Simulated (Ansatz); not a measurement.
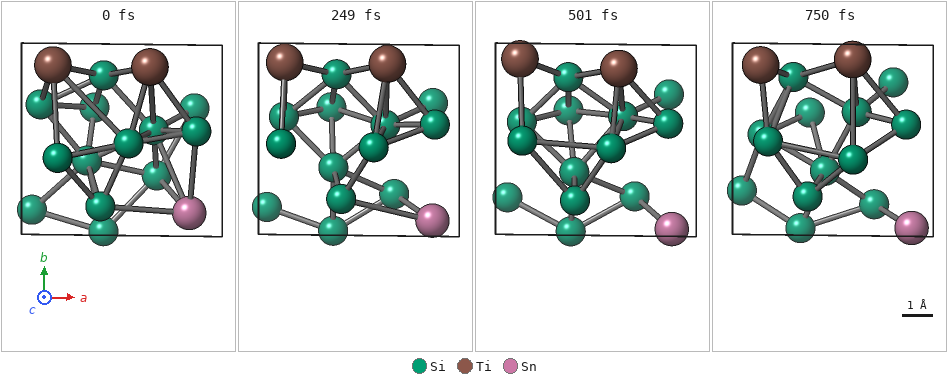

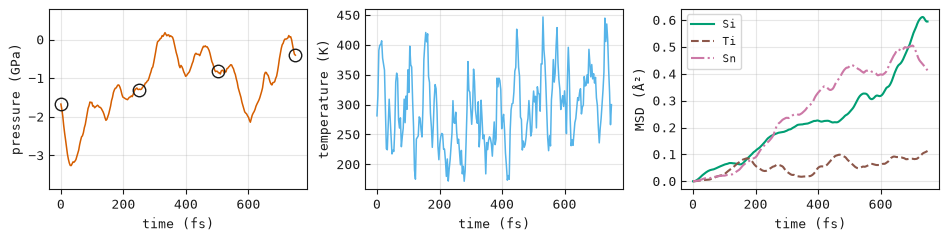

Molecular dynamics of an amorphous cell of composition Ti2Si13Sn (16 atoms in the cell), 750 fs long. It starts from the last geometry of an earlier run, with fresh velocities. Frames and the history of the run. A ball-and-stick model of the simulation cell, seen along the c axis. Bonds to atoms that aren't drawn are left out.

Computed with Ansatz, DFT PBE, scalar-relativistic, plane waves, PAW. Run with plane-wave cutoff 420 eV; k-point mesh 1 × 1 × 1; Fermi-Dirac smearing 0.05 eV; volume 1.05 times that of the relaxed crystal; set temperature 300 K; time step 3 fs.

Describe the run.

Over the second half the temperature averages 309 K (spread ±57 K). The potential energy is still drifting at the end, so the run hasn't reached equilibrium. The potential energy in the second half lies on average 76.1 meV per atom below the first frame. The first frame is far from relaxed (forces up to 2.1 eV/Å), so much of the motion is the structure settling. The mean pressure there is −0.8 GPa. In the second half of the run the atoms are, in the root-mean-square, this far from where they began (common drift taken out): Sn 0.64 Å, Si 0.59 Å, Ti 0.27 Å. Against the typical shortest distance between atoms in the first frame, about 2.4 Å these are large excursions, but over 750 fs one can't yet tell strong vibration from the start of diffusion. Bond changes: 3 Si–Si bonds break between 294 fs and 525 fs; 3 Si–Si bonds form between 618 fs and 699 fs.

Limits of the set-up: the periodic images lie only 6.5 Å apart, so the values are limited by the cell's size.

The run took 3.3 min on 2 threads of Arm Neoverse V2 (shared host), peak memory 0.44 GiB.
